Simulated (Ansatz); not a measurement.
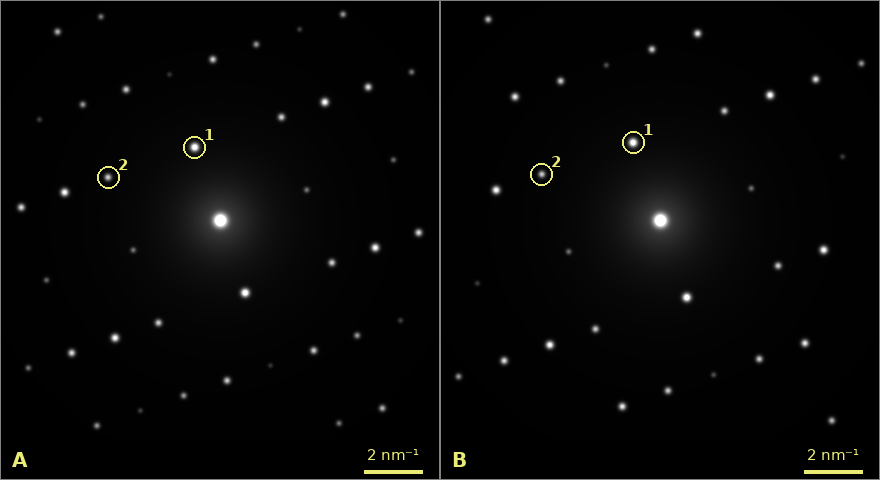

Kinematic electron diffraction patterns (200 kV, B = 0.5 Å², same scale) along [110] of the run's own cell, for the start and the end of one relaxation of K2As3 with DFT PBE, scalar-relativistic, plane waves, PAW in Ansatz 0.2.0. k mesh 6×6×6. The start is a generated model structure, and the relaxation ends in the nearest stationary point of its symmetry, not necessarily the ground state. Spot 1 is -1 1 0 and spot 2 is -1 1 2 in both.

Start structure:

```yaml
crystal:
  lattice:
    - [3.75723, 2.16924, 8.48350]
    - [-3.75723, 2.16924, 8.48350]
    - [0.00000, -4.33848, 8.48350]
  atoms:
    - { symbol: K, position: [0.37124, 0.37124, 0.37124] }
    - { symbol: K, position: [0.12876, 0.12876, 0.12876] }
    - { symbol: K, position: [0.62876, 0.62876, 0.62876] }
    - { symbol: K, position: [0.87124, 0.87124, 0.87124] }
    - { symbol: As, position: [0.43727, 0.06273, 0.25000] }
    - { symbol: As, position: [0.25000, 0.43727, 0.06273] }
    - { symbol: As, position: [0.06273, 0.25000, 0.43727] }
    - { symbol: As, position: [0.56273, 0.93727, 0.75000] }
    - { symbol: As, position: [0.75000, 0.56273, 0.93727] }
    - { symbol: As, position: [0.93727, 0.75000, 0.56273] }
```

> Which pattern belongs to the start structure, and which to the relaxed one?

A is the start: its cell gives d(1) = 3.757 Å, d(2) = 2.415 Å and an angle of 50.0°. B is the relaxed structure, with d(1) = 3.532 Å (-6.0 %), d(2) = 2.284 Å (-5.4 %) and 49.7°.

> Summarise the relaxation behind the change.

The volume changed by +2.2 % to 42.41 Å³ an atom; with the mean shift removed, the atoms moved by up to 0.41 Å relative to the cell (K most); the space group stayed R-3c (No. 167); the free energy fell by 9.8 meV an atom. Relaxed cell: a = 10.628 Å, b = 10.628 Å, c = 10.628 Å, α = 38.82°, β = 38.82°, γ = 38.82°.
